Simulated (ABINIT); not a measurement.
# MgO (Fm-3m): changed settings of a GW run in ABINIT

What do changed inputs do to GW on MgO (Fm-3m)?

Main program and level: ABINIT 10.8.3; PBE and many-body steps on it, plane waves.

## Step 1: The structure

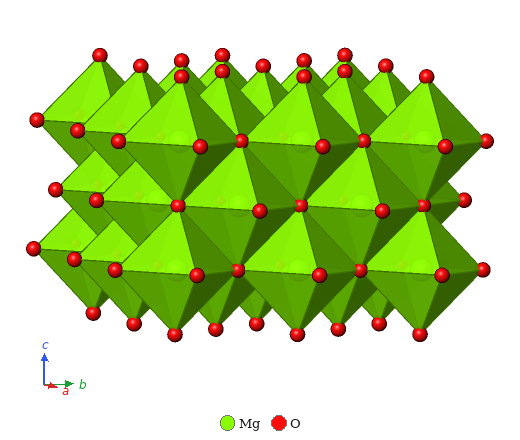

The starting structure, seen slightly off an axis (magnesium green, oxygen red). 2×2×1 cells are drawn. This picture shows the conventional cell, with its axes. Some periodic images of atoms are drawn too.

The cell and positions are those that the Materials Project relaxed with its own functionals (PBE, PBE+U or r2SCAN), kept fixed.

## Step 2: Screening, 6×6×6 mesh, 163 bands, screening to 304.8 eV

This step: ABINIT 10.8.3; RPA screening on PBE, plane waves, norm-conserving pseudopotentials.

The RPA dielectric matrix is built and inverted for each q.

Contents of run.abi:

```
acell 3*1.0 Angstrom
rprim 
  -0.000000000000 2.097001392700 2.097001392700
  2.097001392700 -0.000000000000 2.097001392700
  2.097001392700 2.097001392700 -0.000000000000
ntypat 2
znucl 12 8
natom 2
typat 1 2
xred 
  0.000000000000 0.000000000000 0.000000000000
  0.500000000000 0.500000000000 0.500000000000
pp_dirpath "pseudos"
pseudos "Mg.upf, O.upf"
ecut 38
ngkpt 6 6 6
nshiftk 1
shiftk 0 0 0
kptopt 1
chksymbreak 0
istwfk *1
occopt 1
irdwfk 1
optdriver 3
nband 163
ecuteps 11.2
inclvkb 2
awtr 1
symchi 1
indata_prefix "in"
outdata_prefix "out"
tmpdata_prefix "tmp"
```

Run with:

```sh
> OMP_NUM_THREADS=1 mpirun -n 4 abinit run.abi > log
```

The log of the run:

```text
.Version 10.8.3 of ABINIT. v10.8.2 released Aug 2026.

 Symmetries : space group Fm -3 m (#225); Bravais cF (face-center cubic)
[... echo of the input left out ...]
== DATASET  1 ==================================================================
-   mpi_nproc: 4, omp_nthreads: 1 (-1 if OMP is not activated)

--- !DatasetInfo
iteration_state: {dtset: 1, }
dimensions: {natom: 2, nkpt: 16, mband: 163, nsppol: 1, nspinor: 1, nspden: 1, mpw: 1411, }
cutoff_energies: {ecut:  38.0, pawecutdg:  -1.0, }
electrons: {nelect:   1.60000000E+01, charge:   0.00000000E+00, occopt:   1.00000000E+00, tsmear:   1.00000000E-02, }

 SCREENING: Calculation of the susceptibility and dielectric matrices

 Based on a program developped by R.W. Godby, V. Olevano, G. Onida, and L. Reining.
 Incorporated in ABINIT by V. Olevano, G.-M. Rignanese, and M. Torrent.
.Using double precision arithmetic ; gwpc =  8

[... cell and pseudopotentials left out ...]
--------------------------------------------------------------------------------

 ==== K-mesh for the wavefunctions ====
 Number of points in the irreducible wedge :    16
[... list of points left out ...]
 Together with 48 symmetry operations and time-reversal symmetry
 yields   216 points in the full Brillouin Zone.

 ==== Q-mesh for the screening function ====
 Number of points in the irreducible wedge :    16
[... list of points left out ...]
 Together with 48 symmetry operations and time-reversal symmetry
 yields   216 points in the full Brillouin Zone.

 setmesh: FFT mesh size selected  =    24x   24x   24
          total number of points  =        13824

 vcoul_init : cutoff-mode = AUXILIARY_FUNCTION
 q-points for optical limit:   1
     1)      0.000010    0.000020    0.000030

- screening: taking advantage of time-reversal symmetry
- Maximum band index for partially occupied states nbvw = 8
- Remaining bands to be divided among processors   nbcw = 155
- Number of bands treated by each node ~38

 Number of electrons calculated from density =   16.0000; Expected =   16.0000
 average of density, n =  0.128557
 r_s =    1.2291
 omega_plasma =   34.5863 [eV]

 calculating chi0 at frequencies [eV] :
  1    0.000000E+00    0.000000E+00
  2    0.000000E+00    3.458631E+01

--------------------------------------------------------------------------------
  q-point number  1        q = ( 0.000000, 0.000000, 0.000000) [r.l.u.]
--------------------------------------------------------------------------------
[... chi0 elements left out ...]
 For q-point:  0.000010 0.000020 0.000030
  dielectric constant =   3.0176
  dielectric constant without local fields =   3.2383

  Average fulfillment of the sum rule on Im[epsilon] for q-point    1 :     86.14  [%]
[... wings left out ...]
  q-point number  2        q = ( 0.166667, 0.000000, 0.000000) [r.l.u.]
--------------------------------------------------------------------------------
[... chi0 elements left out ...]
  Average fulfillment of the sum rule on Im[epsilon] for q-point    2 :     97.25  [%]

 [... 14 further q-points ...]
```

The job ended after 2.5 min (4 MPI ranks of Arm Neoverse V1, shared host; peak memory 1.1 GiB).

Numbers from this step:

* ε∞ with local fields, on this mesh, along the program's q direction: 3.018
* the same without local fields: 3.238
* plasma frequency: 34.59 eV
* plane waves in the screening matrix: 229

Local fields lower ε∞ by 7 %.

## Step 3: Base

The self-energy is evaluated for the states that the input lists, and the levels follow from it, in one-shot runs by the linearised quasiparticle equation.

This step: G0W0 on PBE, plane waves, norm-conserving pseudopotentials.

run.abi: that of step 2 with these lines changed.

```diff
@@ -23,8 +23,15 @@
 irdwfk 1
-optdriver 3
+optdriver 4
 nband 163
+gwcalctyp 0
+ecutsigx 38
+symsigma 1
+nkptgw 1
+kptgw 
+  0.0000000000 0.0000000000 0.0000000000
+bdgw 
+  6 12
 ecuteps 11.2
-inclvkb 2
-awtr 1
-symchi 1
+irdscr 1
+ppmodel 1
 indata_prefix "in"
```

The log of the run:

```text
.Version 10.8.3 of ABINIT. v10.8.2 released Aug 2026.

 Symmetries : space group Fm -3 m (#225); Bravais cF (face-center cubic)
[... echo of the input left out ...]
== DATASET  1 ==================================================================
-   mpi_nproc: 4, omp_nthreads: 1 (-1 if OMP is not activated)

--- !DatasetInfo
iteration_state: {dtset: 1, }
dimensions: {natom: 2, nkpt: 16, mband: 163, nsppol: 1, nspinor: 1, nspden: 1, mpw: 1411, }
cutoff_energies: {ecut:  38.0, pawecutdg:  -1.0, }
electrons: {nelect:   1.60000000E+01, charge:   0.00000000E+00, occopt:   1.00000000E+00, tsmear:   1.00000000E-02, }

 SIGMA: Calculation of the GW corrections

 Based on a program developped by R.W. Godby, V. Olevano, G. Onida, and L. Reining.
 Incorporated in ABINIT by V. Olevano, G.-M. Rignanese, and M. Torrent.
.Using double precision arithmetic ; gwpc =  8

[... cell and pseudopotentials left out ...]
--------------------------------------------------------------------------------

 ==== K-mesh for the wavefunctions ====
 Number of points in the irreducible wedge :    16
[... list of points left out ...]
 Together with 48 symmetry operations and time-reversal symmetry
 yields   216 points in the full Brillouin Zone.

 ==== Q-mesh for screening function ====
 Number of points in the irreducible wedge :    16
[... list of points left out ...]
 Together with 48 symmetry operations and time-reversal symmetry
 yields   216 points in the full Brillouin Zone.

 vcoul_init : cutoff-mode = AUXILIARY_FUNCTION
 q-points for optical limit:   1
     1)      0.000010    0.000020    0.000030
 setmesh: FFT mesh size selected  =    32x   32x   32
          total number of points  =        32768

 Number of electrons calculated from density =   16.0000; Expected =   16.0000
 average of density, n =  0.128557
 r_s =    1.2291
 omega_plasma =   34.5863 [eV]

 === KS Band Gaps ===
  >>>> For spin  1
   Minimum direct gap =   4.8948 [eV], located at k-point      :   0.0000  0.0000  0.0000
   Fundamental gap    =   4.8948 [eV], Top of valence bands at :   0.0000  0.0000  0.0000
                                       Bottom of conduction at :   0.0000  0.0000  0.0000
 SIGMA fundamental parameters:
 PLASMON POLE MODEL  1
 number of plane-waves for SigmaX                 1411
 number of plane-waves for SigmaC and W            229
 number of plane-waves for wavefunctions          1411
 number of bands                                   163
 number of independent spin polarizations            1
 number of spinorial components                      1
 number of k-points in IBZ                          16
 number of q-points in IBZ                          16
 number of symmetry operations                      48
 number of k-points in BZ                          216
 number of q-points in BZ                          216
 number of frequencies for dSigma/dE                 9
 frequency step for dSigma/dE [eV]                0.25
 number of omega for Sigma on real axis              0
 max omega for Sigma on real axis  [eV]           0.00
 zcut for avoiding poles [eV]                     0.10

 EPSILON^-1 parameters (SCR file):
 dimension of the eps^-1 matrix on file            229
 dimension of the eps^-1 matrix used               229
 number of plane-waves for wavefunctions          1411
 number of bands                                   163
 number of q-points in IBZ                          16
 number of frequencies                               2
 number of real frequencies                          1
 number of imag frequencies                          1

 matrix elements of self-energy operator (all in [eV])

 Perturbative Calculation

--- !SelfEnergy_ee
iteration_state: {dtset: 1, }
kpoint     : [   0.000,    0.000,    0.000, ]
spin       : 1
KS_gap     :    4.895
QP_gap     :    7.269
Delta_QP_KS:    2.374
data: !SigmaeeData |
     Band     E0 <VxcDFT>   SigX SigC(E0)      Z dSigC/dE  Sig(E)    E-E0       E
        6   4.841 -20.153 -25.631   3.575   0.807  -0.239 -21.689  -1.535   3.306
        7   4.841 -20.153 -25.631   3.575   0.807  -0.239 -21.689  -1.535   3.306
        8   4.841 -20.153 -25.631   3.575   0.807  -0.239 -21.689  -1.535   3.306
        9   9.736 -13.562  -8.944  -3.637   0.855  -0.170 -12.723   0.838  10.574
       10  20.877  -9.643  -3.728  -4.681   0.862  -0.160  -8.579   1.064  21.941
       11  20.877  -9.643  -3.728  -4.681   0.862  -0.160  -8.579   1.064  21.941
       12  20.877  -9.643  -3.728  -4.681   0.862  -0.160  -8.579   1.064  21.941

== END DATASET(S) ==============================================================
================================================================================

 -outvars: echo values of variables after computation  --------
           etotal      0.0000000000E+00
            nband         163
             nkpt          16
          spgroup         225
 [... the other variables as echoed above ...]

 Calculation completed.
```

Run time: 14 s. Hardware: 4 MPI ranks; peak memory 1 GiB; 55 s of CPU time.

Numbers from this step:

```
G0W0 gap on the points computed              : 7.268 eV
starting gap on the mesh                     : 4.895 eV
k of the valence top                         : 0, 0, 0
k of the conduction bottom                   : 0, 0, 0
Z at the valence top                         : 0.807
Z at the conduction bottom                   : 0.855
least direct G0W0 gap on the computed points : 7.268 eV
```

The gap on the mesh goes from 4.89 eV to 7.27 eV, a correction of +2.37 eV.

## Step 4: Coulomb singularity

run.abi: that of step 3 with these lines changed.

```diff
@@ -36,2 +36,3 @@
 ppmodel 1
+gw_icutcoul 3
 indata_prefix "in"
```

The log of the run:

```text
.Version 10.8.3 of ABINIT. v10.8.2 released Aug 2026.

 Symmetries : space group Fm -3 m (#225); Bravais cF (face-center cubic)
[... echo of the input left out ...]
== DATASET  1 ==================================================================
-   mpi_nproc: 4, omp_nthreads: 1 (-1 if OMP is not activated)

--- !DatasetInfo
iteration_state: {dtset: 1, }
dimensions: {natom: 2, nkpt: 16, mband: 163, nsppol: 1, nspinor: 1, nspden: 1, mpw: 1411, }
cutoff_energies: {ecut:  38.0, pawecutdg:  -1.0, }
electrons: {nelect:   1.60000000E+01, charge:   0.00000000E+00, occopt:   1.00000000E+00, tsmear:   1.00000000E-02, }

 SIGMA: Calculation of the GW corrections

 Based on a program developped by R.W. Godby, V. Olevano, G. Onida, and L. Reining.
 Incorporated in ABINIT by V. Olevano, G.-M. Rignanese, and M. Torrent.
.Using double precision arithmetic ; gwpc =  8

[... cell and pseudopotentials left out ...]
--------------------------------------------------------------------------------

 ==== K-mesh for the wavefunctions ====
 Number of points in the irreducible wedge :    16
[... list of points left out ...]
 Together with 48 symmetry operations and time-reversal symmetry
 yields   216 points in the full Brillouin Zone.

 ==== Q-mesh for screening function ====
 Number of points in the irreducible wedge :    16
[... list of points left out ...]
 Together with 48 symmetry operations and time-reversal symmetry
 yields   216 points in the full Brillouin Zone.

 vcoul_init : cutoff-mode = CRYSTAL
 q-points for optical limit:   1
     1)      0.000010    0.000020    0.000030
 setmesh: FFT mesh size selected  =    32x   32x   32
          total number of points  =        32768

 Number of electrons calculated from density =   16.0000; Expected =   16.0000
[...]
number of q-points in BZ                          216
 number of frequencies for dSigma/dE                 9
 frequency step for dSigma/dE [eV]                0.25
 number of omega for Sigma on real axis              0
 max omega for Sigma on real axis  [eV]           0.00
 zcut for avoiding poles [eV]                     0.10

 EPSILON^-1 parameters (SCR file):
 dimension of the eps^-1 matrix on file            229
 dimension of the eps^-1 matrix used               229
 number of plane-waves for wavefunctions          1411
 number of bands                                   163
 number of q-points in IBZ                          16
 number of frequencies                               2
 number of real frequencies                          1
 number of imag frequencies                          1

 matrix elements of self-energy operator (all in [eV])

 Perturbative Calculation

--- !SelfEnergy_ee
iteration_state: {dtset: 1, }
kpoint     : [   0.000,    0.000,    0.000, ]
spin       : 1
KS_gap     :    4.895
QP_gap     :    7.170
Delta_QP_KS:    2.275
data: !SigmaeeData |
     Band     E0 <VxcDFT>   SigX SigC(E0)      Z dSigC/dE  Sig(E)    E-E0       E
        6   4.841 -20.153 -25.196   3.430   0.811  -0.233 -21.461  -1.308   3.533
        7   4.841 -20.153 -25.196   3.430   0.811  -0.233 -21.461  -1.308   3.533
        8   4.841 -20.153 -25.196   3.430   0.811  -0.233 -21.461  -1.308   3.533
        9   9.736 -13.562  -8.944  -3.491   0.859  -0.165 -12.595   0.967  10.703
       10  20.877  -9.643  -3.728  -4.535   0.866  -0.154  -8.448   1.195  22.072
       11  20.877  -9.643  -3.728  -4.535   0.866  -0.154  -8.448   1.195  22.072
       12  20.877  -9.643  -3.728  -4.535   0.866  -0.154  -8.448   1.195  22.072

== END DATASET(S) ==============================================================
================================================================================

 -outvars: echo values of variables after computation  --------
           etotal      0.0000000000E+00
            nband         163
             nkpt          16
          spgroup         225
 [... the other variables as echoed above ...]

 Calculation completed.
```

It took 14 s on 4 MPI ranks; peak memory 1.1 GiB.

Numbers from this step:

```
G0W0 gap on the points computed              : 7.17 eV
starting gap on the mesh                     : 4.895 eV
k of the valence top                         : 0, 0, 0
k of the conduction bottom                   : 0, 0, 0
Z at the valence top                         : 0.811
Z at the conduction bottom                   : 0.859
least direct G0W0 gap on the computed points : 7.17 eV
```

Against G0W0 in ABINIT (6×6×6 mesh, 163 bands, screening to 304.8 eV, Godby-Needs plasmon pole), the gap moves by −0.098 eV.

## Step 5: The runs together

Times are wall times on 4 MPI ranks of Arm Neoverse V1, shared host, good to a factor of about two. A run's time includes the screening step that it read.

```
                run   mesh  bands  screening cutoff (eV)  DFT gap (eV)  gap on the mesh (eV)  direct (eV)  ε∞ used     time
               base  6×6×6    163                  304.8         4.895                 7.268        7.268     3.02  2.7 min
Coulomb singularity  6×6×6    163                  304.8         4.895                 7.170        7.170     3.02  2.7 min
```

## Step 6: Summary of results

```
base                : 7.268 eV
Coulomb singularity : 7.170 eV
known limits        : not at the basis limit
```

In words: Coulomb singularity: −0.098 eV against base (keys changed: gw_icutcoul). Bands and cutoff are finite, so the gap is not at the basis limit. The miss can reach some tenths of an eV and take either sign; the mesh is an error of its own. In the G0W0 runs levels were corrected at 1 k point alone, so a gap called «on the mesh» is the least over those, and an edge elsewhere would be missed.

[Paths, hosts, dates, memory and timing lines, banners, echoed tables and standing remarks are left out of the program output.]

[Logs are printed without paths, hosts, clocks, repeated set-up lines and the standing remarks that a program may print on its own settings, such as how far it seeks lower states.]

[Runs of the session that timed out or met a known fault of the program may be left out.]

[Hosts, paths, dates, database ids (printed as entryN), source tags and the programs' standing remarks are cut or masked in the printed files.]

[G0W0 gaps are taken among the corrected bands and points alone; a level outside them can change the order at an edge.]

[Where Ansatz stands beside ABINIT at settings called matched, ABINIT's density can come from a denser mesh and the files from another edition; pairs whose starting gaps differed by over 0.03 eV were left out, so agreement reads better than it is.]
